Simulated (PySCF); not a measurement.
CH$_{3}$Cl$_{3}$Si, SMILES `C[Si](Cl)(Cl)Cl`.

Method: B3LYP/6-31G*; geometry: GFN2-xTB; program: PySCF. No frequency check shows the geometry to be a minimum. GFN2-xTB bond lengths at metals and heavier atoms can be off by up to 0.1 Å and shapes distorted, which carries into these values. Without diffuse functions Rydberg states are missing, so the states' numbers hold for this basis only.

The calculation's input:

```python
import numpy as np
from pyscf import gto, scf, dft, tdscf
from pyscf.scf import atom_ks, atom_hf
from scipy.linalg import block_diag

def solve(mol, dm0=None, hcore=None):
    mf = (dft.UKS if mol.spin else dft.RKS)(mol, xc='b3lyp')
    mf.grids.level = 3
    mf = mf.density_fit(auxbasis='def2-universal-jkfit')
    mf.conv_tol, mf.max_cycle = 1e-8, 80
    if hcore is not None:
        mf.get_hcore = lambda *args: hcore
    mf.kernel(dm0)
    if not mf.converged:
        mf = mf.newton().run(mf.mo_coeff, mf.mo_occ, max_cycle=30)
    assert mf.converged, 'SCF not converged'
    return mf

mol = gto.M(atom='''
C     -0.00130     0.00002    -2.12999
Si     0.00004     0.00017    -0.23046
Cl     0.57182    -1.81234     0.46211
Cl     1.28385     1.40115     0.46200
Cl    -1.85513     0.41104     0.46283
H     -0.32087     0.96057    -2.52375
H      0.99134    -0.20293    -2.52414
H     -0.67238    -0.75758    -2.52370
''', basis='6-31g*', charge=0, spin=0, verbose=4)
mf = solve(mol)
td = mf.TDA()
td.nstates, td.singlet, td.conv_tol = 4, True, 1e-5
td.kernel()
td.analyze()
x, y = np.array([p[0] for p in td.xy]), np.array([p[1] + 0 * p[0] for p in td.xy])
f, mu = td.oscillator_strength(), td.transition_dipole()
nto = [td.get_nto(state=i + 1, verbose=4) for i in range(len(td.e))]
# spherically averaged free atoms, for the promolecule
atm = atom_ks.get_atm_nrks(mol, xc='b3lyp')
pro = block_diag(*[(atm[a[0]][2] * atm[a[0]][3]) @ atm[a[0]][2].T for a in mol._atom])
np.savez('result.npz', e=td.e, f=f, ok=td.converged, w=[n[0] for n in nto], nto=[n[1] for n in nto], x=x, y=y, c=mf.mo_coeff, occ=mf.mo_occ, eps=mf.mo_energy, pro=pro, mu=mu)
```

Command:

```sh
OMP_NUM_THREADS=1 python input.py
```

The run took 2.8 min on 1 thread of Arm Neoverse N1, with other jobs on the host, peak memory 0.54 GiB.

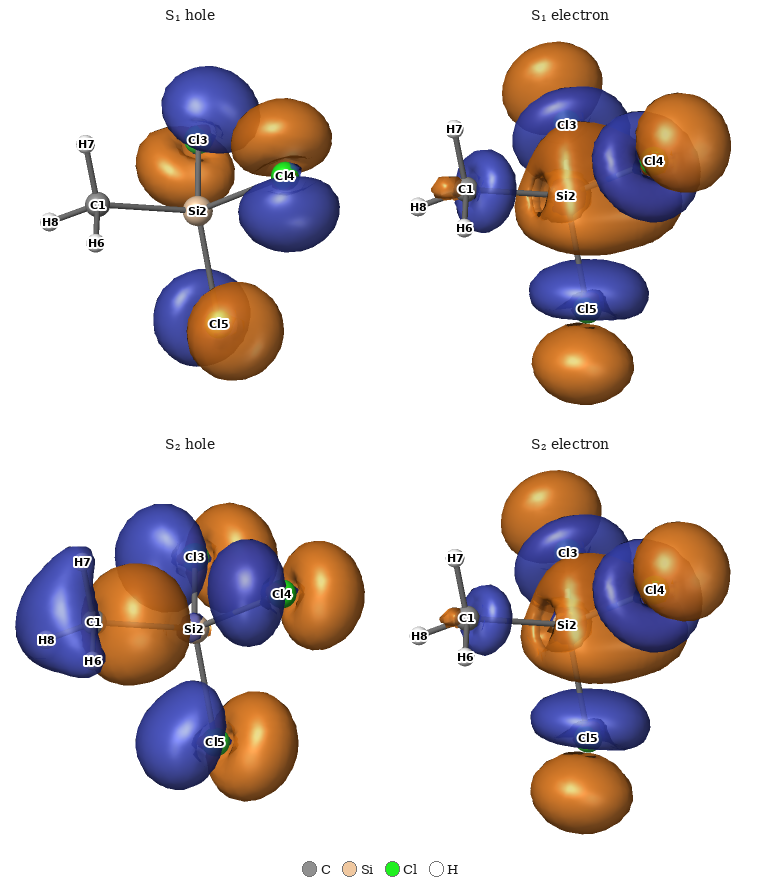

Leading natural transition orbitals (TDA singlet states).

Describe these excited states.

By state:
- S₁: 7.86 eV (158 nm), f = 0.000 (dark); the leading pair carries 99 %; hole on Cl3, Cl4 and Cl5 (32 % each), electron on Si2 (33 %) and Cl3, Cl4 and Cl5 (21 % each); their centroids lie 0.1 Å apart.
- S₂: 8.09 eV (153 nm), f = 0.062; the leading pair carries 99 %; hole on C1 (22 %), Cl3, Cl4 and Cl5 (20 % each) and Si2 (12 %), electron on Si2 (34 %) and Cl3, Cl4 and Cl5 (21 % each); their centroids lie 0.7 Å apart.
